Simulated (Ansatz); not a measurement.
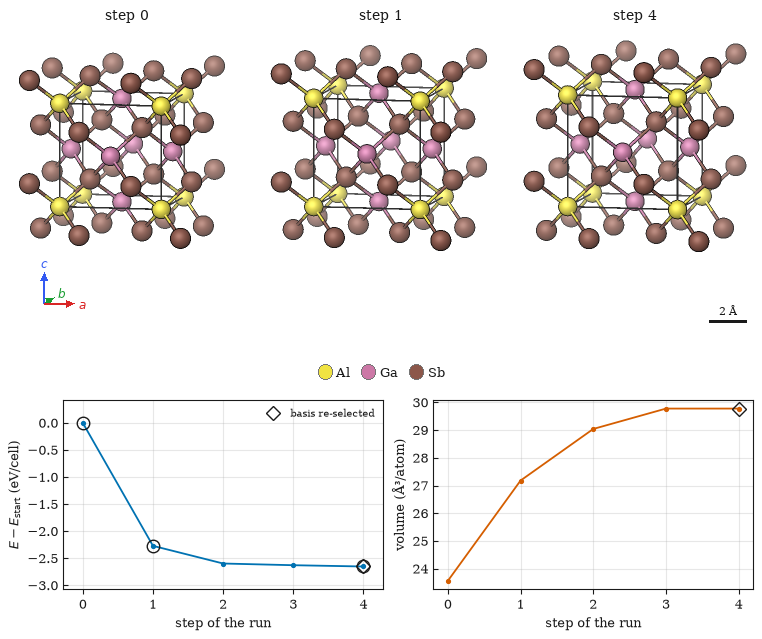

Frames of a relaxation of solid AlGa3Sb4 (a generated structure, set up in P-43m) (coarse preliminary run), marked on the history of the run. The picture is a ball-and-stick view of the cell of the calculation, seen slightly off an axis.

The calculation used DFT PBE, scalar-relativistic, plane waves, PAW (Ansatz 0.2.0).

Input
```yaml
crystal:
  lattice:
    - [5.7337330051, 0.0, 0.0]
    - [0.0, 5.7337330051, 0.0]
    - [0.0, 0.0, 5.7337330051]
  atoms:
    - { symbol: Al, position: [0.0, 0.0, 0.0] }
    - { symbol: Ga, position: [0.5, 0.5, 0.0] }
    - { symbol: Ga, position: [0.5, 0.0, 0.5] }
    - { symbol: Ga, position: [0.0, 0.5, 0.5] }
    - { symbol: Sb, position: [0.75571442, 0.75571442, 0.24428558] }
    - { symbol: Sb, position: [0.75571442, 0.24428558, 0.75571442] }
    - { symbol: Sb, position: [0.24428558, 0.75571442, 0.75571442] }
    - { symbol: Sb, position: [0.24428558, 0.24428558, 0.24428558] }
basis:
  ecutwfc: 420
kpoints:
  mp_grid: { grid: [4, 4, 4] }
hamiltonian:
  xc: pbe
scf:
  occupations: { method: gaussian, width: 0.1 }
output:
  forces: true
  stress: true
  eigenvalues: true
relax:
  adjacent_minimum: "off"
  f_tol: 0.05
  max_steps: 80
  cell: { stress_tol: 0.5 }
```

Run as
```bash
ansatz run input.yaml --threads 4 --pin off --max-ram 12288MiB --backend cpu --events-out ev --progress --plain --runs-dir out
```

What happens along the run?

The energy falls by 2.651 eV per cell of the calculation in 3 accepted moves (4 points after the start). The largest force component goes from 0.65 to 0.0048 eV/Å. The pressure goes from 19.76 to 0.40 GPa. At 1 point the geometry stayed and the basis and grid were re-selected for the new cell (energy shift of 23.7 meV per cell of the calculation at most each time). The largest moves relative to the cell, 0.062 Å, are those of Sb5, Sb6, Sb7 and Sb8. Sb8 goes along [1 1 1]. Ga and Al stay in place. Cell: a = b = c 5.734 → 6.199 Å (+8.1 %). Volume +26.4 %. Near-neighbour distances that change, for instance: Al1–Sb5 2.426 → 2.685 Å, Ga2–Sb5 2.502 → 2.684 Å. Among the angles between lasting bonds that change: Sb5–Ga2–Sb8 111.9° → 109.4°. The space group stays P-43m (No. 215). Cost: 13 s on 4 threads of Oxide Virtual Turin-like Processor (Zen 5), on a shared host, peak memory 0.75 GiB. From step 0 to 1: Sb atoms move most (0.05 Å), volume +15.4 %, energy −2.270 eV per cell of the calculation. From step 1 to 4: volume +9.6 %, energy −0.381 eV per cell of the calculation.

```tsv
step	E − E(0), meV/atom	largest force component, eV/Å	pressure, GPa	volume, Å³/atom	note
0	0.00	0.6515	19.76	23.563	
1	-283.73	0.0858	5.76	27.182	
2	-324.48	0.0465	1.53	29.044	
3	-328.41	0.0043	0.23	29.780	
4	-331.37	0.0048	0.40	29.780	same geometry, new basis
```
